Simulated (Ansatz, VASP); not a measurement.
# Cross-check of NbTe2 between VASP and Ansatz, part 2 of 2

One calculation is typed for both programs; each brings its own data sets. How far apart do they land?  Valence electrons are named where the data sets of a main pair hold unlike numbers.

VASP 6.6.1 and Ansatz 0.2.0.

So far. Step 3 (Ansatz: single point, LDA): The run ends at a pressure of -5.13 GPa, with forces up to 0.30 eV/Å.

### Step 6. VASP: band structure, LDA

Level of this step: LDA; plane waves and PAW (Nb_sv, Te) (VASP).

A single point gives forces, pressure and levels at one fixed geometry, so differences don't come from the geometry; what else differs is listed under the comparison.

Input file INCAR:

```
SYSTEM = NbTe2
PREC = Accurate
ENCUT = 400
EDIFF = 1E-06
NELM = 100
ISMEAR = -1
SIGMA = 0.05
LREAL = .FALSE.
ALGO = Normal
GGA = CA
NBANDS = 25
LASPH = .TRUE.
LORBIT = 11
LWAVE = .FALSE.
LCHARG = .FALSE.
KPAR = 4
```

Input file POSCAR:

```
NbTe2
1.0
    3.7204640793      0.0000000000      0.0000000000
   -1.8602320397      3.2220164065      0.0000000000
    0.0000000000      0.0000000000      7.1482664684
Nb Te
1 2
Direct
    0.0000000000      0.0000000000      0.0000000000
    0.6666666700      0.3333333300      0.7456322300
    0.3333333300      0.6666666700      0.2543677700
```

Input file KPOINTS:

```
Automatic mesh
0
Gamma
9 9 4
0 0 0
```

Input file KPOINTS_OPT:

```
Line mode
16
Line-mode
Reciprocal
  0.00000000   0.00000000   0.00000000 GAMMA
  0.50000000   0.00000000   0.00000000 M

  0.50000000   0.00000000   0.00000000 M
  0.33333333   0.33333333   0.00000000 K

  0.33333333   0.33333333   0.00000000 K
  0.00000000   0.00000000   0.00000000 GAMMA

  0.00000000   0.00000000   0.00000000 GAMMA
  0.00000000   0.00000000   0.50000000 A

  0.00000000   0.00000000   0.50000000 A
  0.50000000   0.00000000   0.50000000 L

  0.50000000   0.00000000   0.50000000 L
  0.33333333   0.33333333   0.50000000 H

  0.33333333   0.33333333   0.50000000 H
  0.00000000   0.00000000   0.50000000 A

  0.50000000   0.00000000   0.50000000 L
  0.50000000   0.00000000   0.00000000 M

  0.33333333   0.33333333   0.00000000 K
  0.33333333   0.33333333   0.50000000 H
```

Potentials, in the order of the species: Nb_sv and Te (LDA family, release 64).

Launch:

```bash
$ mpirun -np 4 vasp_std
```

Numbers of over 12 decimals in the logs are rounded to 6 here.

The log of the run:

```text
[banner, memory and clock lines left out]
running    4 mpi-ranks, on    1 nodes
[...]
LDA part: xc-table for (Slater(with rela. corr.)+CA(PZ))
 , standard interpolation
 POSCAR, INCAR and KPOINTS ok, starting setup
[...]
entering main loop
       N       E                     dE             d eps       ncg     rms          rms(c)
DAV:   1     0.147122421830E+03    0.14712E+03   -0.94033E+03  2206   0.709E+02
DAV:   2    -0.114781027485E+02   -0.15860E+03   -0.15254E+03  2969   0.240E+02
DAV:   3    -0.204962990476E+02   -0.90182E+01   -0.88719E+01  3300   0.477E+01
DAV:   4    -0.209445703664E+02   -0.44827E+00   -0.44666E+00  3154   0.109E+01
[...]
DAV:  11    -0.200585112717E+02    0.28285E-04   -0.10569E-04  3039   0.735E-02    0.368E-02
DAV:  12    -0.200585122324E+02   -0.96071E-06   -0.21906E-05  3048   0.227E-02    0.146E-02
DAV:  13    -0.200585122311E+02    0.13360E-08   -0.90899E-07  1843   0.551E-03
   1 F= -.20058512E+02 E0= -.20048835E+02  d E =-.193554E-01
 Start KPOINTS_OPT (optional k-point list driver)
k-point batch [1-43\144]
       N       E                     dE             ncg
DAV:   1    -0.216627047484E+04   -0.26001E+05     2278
DAV:   2    -0.856423740050E+04   -0.63980E+04     2956
DAV:   3    -0.893551080332E+04   -0.37127E+03     3284
DAV:   4    -0.895176736076E+04   -0.16257E+02     3009
DAV:   5    -0.895225584193E+04   -0.48848E+00     3102
DAV:   6    -0.895226460243E+04   -0.87605E-02     3137
DAV:   7    -0.895226478944E+04   -0.18702E-03     3034
DAV:   8    -0.895226479216E+04   -0.27141E-05     2391
DAV:   9    -0.895226479242E+04   -0.26068E-06     2036
[...]
k-point batch [130-144\144]
       N       E                     dE             ncg
DAV:   1     0.145683784903E+05   -0.13045E+05      854
DAV:   2     0.126739107008E+05   -0.18945E+04     1033
DAV:   3     0.125757950013E+05   -0.98116E+02     1028
DAV:   4     0.125690219949E+05   -0.67730E+01     1180
DAV:   5     0.125689363728E+05   -0.85622E-01     1003
DAV:   6     0.125689333426E+05   -0.30301E-02     1148
DAV:   7     0.125689333143E+05   -0.28355E-04     1003
DAV:   8     0.125689333135E+05   -0.79747E-06      907
```

Parts of OUTCAR (step 6):

```text
  Total       -2.9346904     -2.9346904     -2.3916099      0.0000000     -0.0000000      0.0000000
  in kB      -54.8715561    -54.8715561    -44.7172740      0.0000000     -0.0000000      0.0000000
  external PRESSURE =     -51.4867954 kB  Pullay stress =       0.0000000 kB

 POSITION                                       TOTAL-FORCE (eV/Angst)
 -----------------------------------------------------------------------------------
      0.00000      0.00000      0.00000         0.000000      0.000000     -0.000000
      1.86023      1.07401      5.32998        -0.000000     -0.000000      0.300079
     -0.00000      2.14801      1.81829         0.000000      0.000000     -0.300079
 -----------------------------------------------------------------------------------
    total drift:                                0.000000      0.000000      0.000000

  FREE ENERGIE OF THE ION-ELECTRON SYSTEM (eV)
  ---------------------------------------------------
  free  energy   TOTEN  =       -20.0585122311 eV

  energy  without entropy=      -20.0391568302  energy(sigma->0) =      -20.04883453

[... 1 part as in an earlier step ...]

[... 2 further parts left out ...]
[key lines of the parts left out:]
E-fermi :   6.9024
```

Spin-orbit coupling is off here; with elements this heavy it splits and shifts levels by tenths of an eV or more. At this level the cell is under a tension of 5.1 GPa, so at these settings it is away from equilibrium.

### Step 7. Ansatz: band structure, LDA

The same cell, functional (in two slightly different forms), mesh and smearing now go to Ansatz, which takes its cutoff from its data sets.

Input file input.yaml:

```yaml
crystal:
  lattice:
    - [3.7204640793, 0.0, 0.0]
    - [-1.8602320397, 3.2220164065, 0.0]
    - [0.0, 0.0, 7.1482664684]
  atoms:
    - { symbol: Nb, position: [0.0, 0.0, 0.0] }
    - { symbol: Te, position: [0.66666667, 0.33333333, 0.74563223] }
    - { symbol: Te, position: [0.33333333, 0.66666667, 0.25436777] }
hamiltonian:
  xc: lda
  pseudopotentials: { kind: paw }
kpoints:
  mp_grid: { grid: [9, 9, 4] }
  band_path:
    path:
      - [0.0, 0.0, 0.0]
      - [0.13333, 0.0, 0.0]
      - [0.3, 0.0, 0.0]
      - [0.46667, 0.0, 0.0]
      - [0.46667, 0.06667, 0.0]
      - [0.41111, 0.17778, 0.0]
      - [0.35556, 0.28889, 0.0]
      - [0.28889, 0.28889, 0.0]
      - [0.17778, 0.17778, 0.0]
      - [0.06667, 0.06667, 0.0]
      - [0.0, 0.0, 0.03333]
      - [0.0, 0.0, 0.2]
      - [0.0, 0.0, 0.36667]
      - [0.0, 0.0, 0.5]
      - [0.16667, 0.0, 0.5]
      - [0.3, 0.0, 0.5]
      - [0.46667, 0.0, 0.5]
      - [0.46667, 0.06667, 0.5]
      - [0.41111, 0.17778, 0.5]
      - [0.35556, 0.28889, 0.5]
      - [0.28889, 0.28889, 0.5]
      - [0.17778, 0.17778, 0.5]
      - [0.06667, 0.06667, 0.5]
      - [0.5, 0.0, 0.46667]
      - [0.5, 0.0, 0.3]
      - [0.5, 0.0, 0.13333]
      - [0.33333, 0.33333, 0.0]
      - [0.33333, 0.33333, 0.16667]
      - [0.33333, 0.33333, 0.33333]
      - [0.33333, 0.33333, 0.5]
    npoints: 1
scf:
  occupations: { method: fermi_dirac, width: 0.05 }
  n_extra_bands: 7
output:
  forces: true
  stress: true
  eigenvalues: true
```

Launch:

```bash
$ ansatz run input.yaml --threads 2 --pin off --max-ram 4608MiB --backend cpu --events-out ev --progress --plain --runs-dir out
```

The log of the run:

```text
[...]
Crystal: 3 atoms, lattice volume = 85.689 Å³
Basis set: ecut = 420 eV, 1703 PW (Γ)
Bands: 30, of which v1, the nominal top of the filled ones, is band 23 counted from 1 (22 counted from 0)
Symmetry: 12 space group operations
[...]
k-points: 43 of 324
[...]
k-point 0: bands = [... 19 lower, 9.7105, 9.9070, 10.3634, 10.3634, 11.3028, 11.3028, 13.8391, 13.8391, ... 3 higher]
  k-point 1: bands = [... 19 lower, 8.4596, 10.3607, 10.3607, 10.5868, 11.2290, 11.2290, 13.9693, 13.9693, ... 3 higher]
  k-point 2: bands = [... 19 lower, 8.2091, 10.3582, 10.3582, 10.7877, 11.1595, 11.1595, 14.0992, 14.0992, ... 3 higher]
  k-point 42: bands = [... 19 lower, 7.2266, 7.8635, 7.8635, 11.1240, 11.1240, 11.4256, 13.8189, 13.8189, ... 3 higher]
[key lines of the parts left out:]
SCF converged after 7 iterations
Free energy (F): -18098.183049 eV
Fermi energy:    10.367522 eV
P = ⅓ Tr σ = -5.0782 GPa (-50.782 kbar)
```

Wall time 4.2 s (2 threads of Intel Xeon Platinum 8488C (Sapphire Rapids), shared host); peak memory 0.45 GiB.

### Step 8. Differences

What differs besides the data sets and the points named for the pairs above, as far as they apply: the data sets hold 45 valence electrons in Ansatz (on its default PAW (the set named soft_2) files) and 25 in VASP. Total energies have different zeros and are not compared.

Compared:

| quantity | Ansatz | VASP | difference |
| --- | --- | --- | --- |
| pressure (GPa) | -5.08 | -5.15 | +0.07 |

Forces (eV/Å; atoms numbered as in POSCAR):

| atom | Ansatz x, y, z | VASP x, y, z |
| --- | --- | --- |
| Nb1 | 0.000, 0.000, 0.000 | 0.000, 0.000, 0.000 |
| Te2 | 0.000, 0.000, 0.323 | 0.000, 0.000, 0.300 |
| Te3 | 0.000, 0.000, -0.323 | 0.000, 0.000, -0.300 |

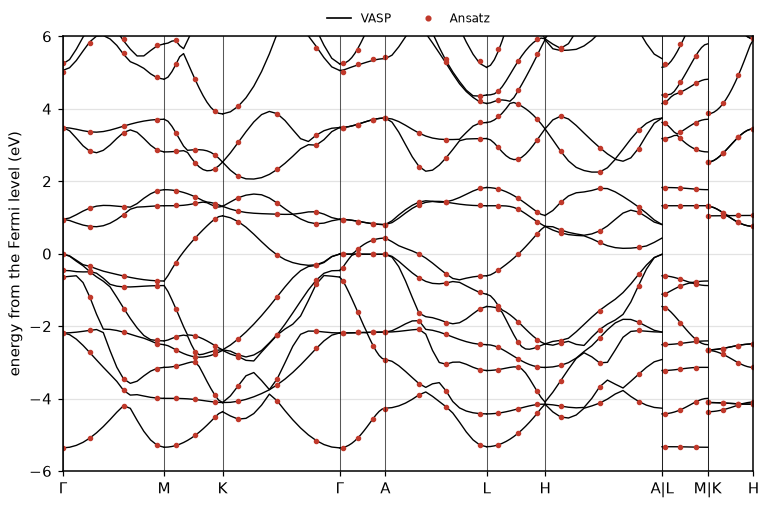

Bands from VASP (lines) and levels from Ansatz (dots). Dots without a line are higher empty bands that the VASP plot leaves out.

The forces differ by 11 meV/Å r.m.s., which is 7.7 % of the r.m.s. force of 0.141 eV/Å (both taken over all components). Levels from 3 eV below to 2 eV above the Fermi level differ by 6 meV r.m.s. and 14 meV at most; each VASP level is matched to the nearest of Ansatz, which flatters the figure a little. Ansatz's pressure holds a Pulay correction of 0.03 GPa; VASP's holds none.

### Step 9. What came out

```json
{
  "r.m.s. force difference (single point, LDA)": "11 meV/Å",
  "r.m.s. difference of levels near the Fermi level (band structure, LDA)": "6.4 meV",
  "r.m.s. force difference (band structure, LDA)": "11 meV/Å"
}
```

What this shows: The r.m.s. force difference is 11 meV/Å (single point, LDA), within the 12 meV/Å picked in this series as the mark of a large difference. The data sets hold unlike numbers of valence electrons (45 in Ansatz and 25 in VASP), so part of the differences comes from the potentials. For single point, LDA, no further run moves any of the tabulated differences by more than a quarter of its size. Such differences can come from data sets, numerical settings and the points named under the comparisons, not from the functional's error against experiment.

[Lines on the potential files, build, host, timing and source positions are cut from VASP's logs without a mark.]

[Logs are printed without paths, hosts, clocks, repeated set-up lines and the standing remarks that a program may print on its own settings, such as how far it seeks lower states.]

[Hosts, paths, dates, database ids (printed as entryN), source tags and the programs' standing remarks are cut or masked in the printed files.]
